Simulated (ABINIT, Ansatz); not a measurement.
# A GW chain in ABINIT: Cl (Cmce)

How does a plane-wave GW calculation on Cl (Cmce) run from the first input to the gap?

Main program and level: ABINIT 10.8.3; PBE and many-body steps on it, plane waves.

**1. Set-up**

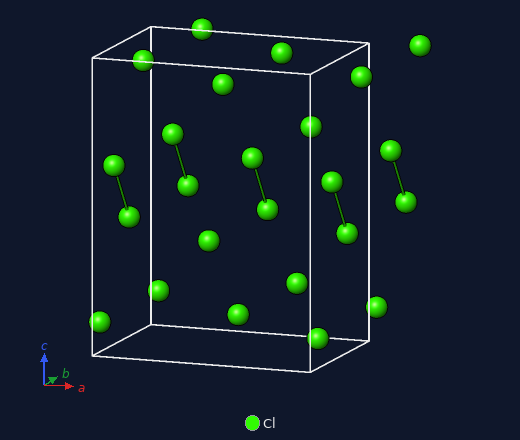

The starting structure, seen slightly off an axis (chlorine green). 1×2×1 cells are drawn. This picture shows the conventional cell, with its axes. Bonds to atoms that aren't drawn are left out. Some periodic images of atoms are drawn too.

Structure file:

```cif
data_structure
_symmetry_space_group_name_H-M 'Cmce'
_symmetry_Int_Tables_number 64
_cell_length_a 6.2900
_cell_length_b 4.5000
_cell_length_c 8.2100
_cell_angle_alpha 90.000
_cell_angle_beta 90.000
_cell_angle_gamma 90.000
_cell_volume 232.38
loop_
_atom_site_label
_atom_site_type_symbol
_atom_site_symmetry_multiplicity
_atom_site_Wyckoff_symbol
_atom_site_fract_x
_atom_site_fract_y
_atom_site_fract_z
_atom_site_occupancy
Cl1 Cl 8 f 0.50000 0.63000 0.10000 1
```

The cell and positions come from the Crystallography Open Database and are kept as given unless a step says otherwise.

**2. Ground state**

This step: ABINIT 10.8.3; DFT, PBE, plane waves, norm-conserving pseudopotentials.

The ground-state density comes first.

File run.abi:

```
acell 3*1.0 Angstrom
rprim 
  3.145000000000 -2.250000000000 0.000000000000
  3.145000000000 2.250000000000 0.000000000000
  0.000000000000 0.000000000000 8.210000000000
ntypat 1
znucl 17
natom 4
typat 1 1 1 1
xred 
  0.870000000000 0.130000000000 0.100000000000
  0.630000000000 0.370000000000 0.600000000000
  0.130000000000 0.870000000000 0.900000000000
  0.370000000000 0.630000000000 0.400000000000
pp_dirpath "pseudos"
pseudos "Cl.upf"
ecut 25
ngkpt 6 6 4
nshiftk 1
shiftk 0 0 0
kptopt 1
chksymbreak 0
nband 20
occopt 1
tolvrs 1e-10
nstep 60
prtwf 0
optforces 0
optstress 0
indata_prefix "in"
outdata_prefix "out"
tmpdata_prefix "tmp"
```

On the command line:

```sh
> OMP_NUM_THREADS=1 mpirun -n 4 abinit run.abi > log
```

Numbers of over 12 decimals in the logs are rounded to 6 here.

The program printed:

```text
.Version 10.8.3 of ABINIT. v10.8.2 released Aug 2026.

 Symmetries : space group Cm c a (# 64); Bravais oC (1-face-center ortho.)
================================================================================
 Values of the parameters that define the memory need of the present run
     intxc =       0    ionmov =       0      iscf =       7    lmnmax =       6
     lnmax =       6     mgfft =      72  mpssoang =       3    mqgrid =    3493
     natom =       4  nloc_mem =       1    nspden =       1   nspinor =       1
    nsppol =       1      nsym =       8    n1xccc =    2501    ntypat =       1
    occopt =       1   xclevel =       2
-    mband =          20        mffmem =           1         mkmem =          10
       mpw =        4710          nfft =       93312          nkpt =          39
================================================================================
  Rough estimation (10% accuracy) of disk space for files :
================================================================================

--------------------------------------------------------------------------------
------------- Echo of variables that govern the present computation ------------
--------------------------------------------------------------------------------
 -outvars: echo values of preprocessed input variables --------
            acell      1.8897261259E+00  1.8897261259E+00  1.8897261259E+00 Bohr

      chksymbreak           0
             ecut      2.50000000E+01 Hartree
-          fftalg         312

              ixc     -101130
              kpt      0.00000000E+00  0.00000000E+00  0.00000000E+00
                       1.66666667E-01  0.00000000E+00  0.00000000E+00
                       3.33333333E-01  0.00000000E+00  0.00000000E+00
                       5.00000000E-01  0.00000000E+00  0.00000000E+00
                       1.66666667E-01  1.66666667E-01  0.00000000E+00
                       3.33333333E-01  1.66666667E-01  0.00000000E+00
                       5.00000000E-01  1.66666667E-01  0.00000000E+00
                      -3.33333333E-01  1.66666667E-01  0.00000000E+00
                      -1.66666667E-01  1.66666667E-01  0.00000000E+00
   [... 28 further rows ...]
                      -3.33333333E-01  3.33333333E-01  5.00000000E-01
                       5.00000000E-01  5.00000000E-01  5.00000000E-01
         kptrlatt        6    0    0      0    6    0      0    0    4
          kptrlen      4.38451851E+01
P           mkmem          10
            natom           4
            nband          20
            ngfft          36      36      72
             nkpt          39
            nstep          60
             nsym           8
           ntypat           1
              occ      2.000000  2.000000  2.000000  2.000000  2.000000  2.000000
                       2.000000  2.000000  2.000000  2.000000  2.000000  2.000000
                       2.000000  2.000000  0.000000  0.000000  0.000000  0.000000
                       0.000000  0.000000
        optforces           0
        optstress           0
            prtwf           0
            rprim      3.1450000000E+00 -2.2500000000E+00  0.0000000000E+00
[...]
spgroup          64

           tolvrs      1.00000000E-10

             xred      8.7000000000E-01  1.3000000000E-01  1.0000000000E-01
[...]
znucl       17.00000

================================================================================

 chkinp: Checking input parameters for consistency.

================================================================================
== DATASET  1 ==================================================================
-   mpi_nproc: 4, omp_nthreads: 1 (-1 if OMP is not activated)

--- !DatasetInfo
iteration_state: {dtset: 1, }
dimensions: {natom: 4, nkpt: 39, mband: 20, nsppol: 1, nspinor: 1, nspden: 1, mpw: 4710, }
cutoff_energies: {ecut:  25.0, pawecutdg:  -1.0, }
electrons: {nelect:   2.80000000E+01, charge:   0.00000000E+00, occopt:   1.00000000E+00, tsmear:   1.00000000E-02, }

 Real(R)+Recip(G) space primitive vectors, cartesian coordinates (Bohr,Bohr^-1):
 R(1)=  5.9431887 -4.2518838  0.0000000  G(1)=  0.0841299 -0.1175949  0.0000000
 R(2)=  5.9431887  4.2518838  0.0000000  G(2)=  0.0841299  0.1175949  0.0000000
 R(3)=  0.0000000  0.0000000 15.5146515  G(3)=  0.0000000  0.0000000  0.0644552
 Unit cell volume ucvol=  7.8410265E+02 bohr^3
 Angles (23,13,12)=  9.00000000E+01  9.00000000E+01  7.11614758E+01 degrees

 getcut: wavevector=  0.0000  0.0000  0.0000  ngfft=  36  36  72
         ecut(hartree)=     25.000   => boxcut(ratio)=   2.06184

--- Pseudopotential description ------------------------------------------------
- Cl Generated using ONCVPSP code by D. R. Hamann
- 17.00000   7.00000  171031                  znucl, zion, pspdat
12 -101130 2 -1 1028                          pspcod,pspxc,lmax,lloc,mmax
     nproj     2     2     2
  pspatm : epsatm=    9.12776517
         --- l  ekb(1:nproj) -->
[...]
pspatm: atomic psp has been read  and splines computed

   1.02230970E+03                                ecore*ucvol(ha*bohr**3)
--------------------------------------------------------------------------------

_setup2: Arith. and geom. avg. npw (full set) are    4682.410    4682.398

================================================================================

--- !BeginCycle
iteration_state: {dtset: 1, }
solver: {iscf: 7, nstep: 60, nline: 4, wfoptalg: 0, }
tolerances: {tolvrs: 1.00E-10, }

     iter   Etot(hartree)      deltaE(h)  residm     vres2
 ETOT  1  -65.563016520983    -6.556E+01 3.387E-02 2.238E+01
 ETOT  2  -65.589223611204    -2.621E-02 7.050E-03 1.956E+00
 ETOT  3  -65.589587263899    -3.637E-04 4.864E-03 1.545E-01
 ETOT  4  -65.589621889147    -3.463E-05 2.148E-03 4.225E-02
 ETOT  5  -65.589627101151    -5.212E-06 9.614E-04 1.292E-03
 ETOT  6  -65.589627199638    -9.849E-08 2.168E-03 7.950E-05
 ETOT  7  -65.589627205584    -5.946E-09 6.894E-04 1.991E-06
 ETOT  8  -65.589627205738    -1.539E-10 6.133E-04 2.591E-07
 ETOT  9  -65.589627205778    -4.023E-11 3.831E-04 4.428E-09
 ETOT 10  -65.589627205780    -2.018E-12 2.141E-04 2.506E-10
 ETOT 11  -65.589627205780     3.979E-13 1.255E-04 5.578E-12

 At SCF step   11       vres2   =  5.58E-12 < tolvrs=  1.00E-10 =>converged.

--- !ResultsGS
iteration_state: {dtset: 1, }
comment   : Summary of ground state results
lattice_vectors:
- [  5.9431887,  -4.2518838,   0.0000000, ]
- [  5.9431887,   4.2518838,   0.0000000, ]
- [  0.0000000,   0.0000000,  15.5146515, ]
lattice_lengths: [   7.30753,    7.30753,   15.51465, ]
lattice_angles: [ 90.000,  90.000,  71.161, ] # degrees, (23, 13, 12)
lattice_volume:   7.8410265E+02
convergence: {deltae:  3.979E-13, res2:  5.578E-12, residm:  1.255E-04, diffor:  0.000E+00, }
etotal    :  -6.55896272E+01
entropy   :   0.00000000E+00
fermie    :  -3.02756789E-02
cartesian_stress_tensor: null
pressure_GPa: null
xred      :
- [  8.7000E-01,   1.3000E-01,   1.0000E-01, Cl]
- [  6.3000E-01,   3.7000E-01,   6.0000E-01, Cl]
- [  1.3000E-01,   8.7000E-01,   9.0000E-01, Cl]
- [  3.7000E-01,   6.3000E-01,   4.0000E-01, Cl]
cartesian_forces: null
force_length_stats: {min: null, max: null, mean: null, }

 Integrated electronic density in atomic spheres:
 ------------------------------------------------
 Atom  Sphere_radius  Integrated_density
[...]
4        2.00000          4.99274342
================================================================================

 ----iterations are completed or convergence reached----

 Mean square residual over all n,k,spin=   23.421E-08; max=  12.545E-05
 reduced coordinates (array xred) for    4 atoms
       0.870000000000      0.130000000000      0.100000000000
       0.630000000000      0.370000000000      0.600000000000
       0.130000000000      0.870000000000      0.900000000000
       0.370000000000      0.630000000000      0.400000000000
 rms dE/dt=  0.0000E+00; max dE/dt=  0.0000E+00; dE/dt below (all hartree)
    1       0.000000000000      0.000000000000      0.000000000000
    2       0.000000000000      0.000000000000      0.000000000000
    3       0.000000000000      0.000000000000      0.000000000000
    4       0.000000000000      0.000000000000      0.000000000000

 cartesian coordinates (angstrom) at end:
    1      3.145000    -1.665000     0.821000
    2      3.145000    -0.585000     4.926000
    3      3.145000     1.665000     7.389000
    4      3.145000     0.585000     3.284000
 length scales=  1.889726125908  1.889726125908  1.889726125908 bohr
              =  1.000000000000  1.000000000000  1.000000000000 angstroms
 prteigrs : about to open file out_EIG
 Fermi (or HOMO) energy (hartree) =  -0.03028   Average Vxc (hartree)=  -0.28844
 Eigenvalues (hartree) for nkpt=  39  k points:
 kpt#   1, nband= 20, wtk=  0.00694, kpt=  0.0000  0.0000  0.0000 (reduced coord)
  -0.64091   -0.63353   -0.49406   -0.47435   -0.22600   -0.19657   -0.12661   -0.12203
  -0.10941   -0.10909   -0.05601   -0.04507   -0.03565   -0.03234    0.06046    0.08112
   0.22390    0.24601    0.29106    0.33966
 prteigrs : prtvol=0 or 1, do not print more k-points.

--- !EnergyTerms
iteration_state     : {dtset: 1, }
comment             : Components of total free energy in Hartree
kinetic             :  2.21312281786965E+01
hartree             :  1.26113106288626E+01
xc                  : -1.77898133417970E+01
Ewald energy        : -4.52935173226236E+01
psp_core            :  1.30379574154858E+00
local_psp           : -4.74110710612943E+01
non_local_psp       :  8.85843997082735E+00
total_energy        : -6.55896272057799E+01
total_energy_eV     : -1.78478467962638E+03
band_energy         : -6.75520836384862E+00

== END DATASET(S) ==============================================================
================================================================================

 -outvars: echo values of variables after computation  --------
           etotal     -6.5589627206E+01
            nband          20
             nkpt          39
          spgroup          64
 [... the other variables as echoed above ...]

 Calculation completed.
```

It took 80 s on 4 MPI ranks of Intel Xeon Platinum 8259CL at 2.50GHz (Skylake/Cascade Lake), shared host; peak memory 0.41 GiB; 5.2 min of CPU time.

Numbers from this step:

- total energy: -1784.7847 eV
- gap: 2.469 eV
- k of the valence top: 0.5, 0.5, 0
- k of the conduction bottom: 0, 0, 0
- least direct gap: 2.525 eV

The gap is indirect, with the least direct gap 0.06 eV higher.

(Part 1 of 3 ends here.)

[Paths, hosts, dates, memory and timing lines, banners, echoed tables and standing remarks are left out of the program output.]

[Logs are printed without paths, hosts, clocks, repeated set-up lines and the standing remarks that a program may print on its own settings, such as how far it seeks lower states.]

[Runs of the session that timed out or met a known fault of the program may be left out.]

[Hosts, paths, dates, database ids (printed as entryN), source tags and the programs' standing remarks are cut or masked in the printed files.]

[G0W0 gaps are taken among the corrected bands and points alone; a level outside them can change the order at an edge.]

[Where Ansatz stands beside ABINIT at settings called matched, ABINIT's density can come from a denser mesh and the files from another edition; pairs whose starting gaps differed by over 0.03 eV were left out, so agreement reads better than it is.]
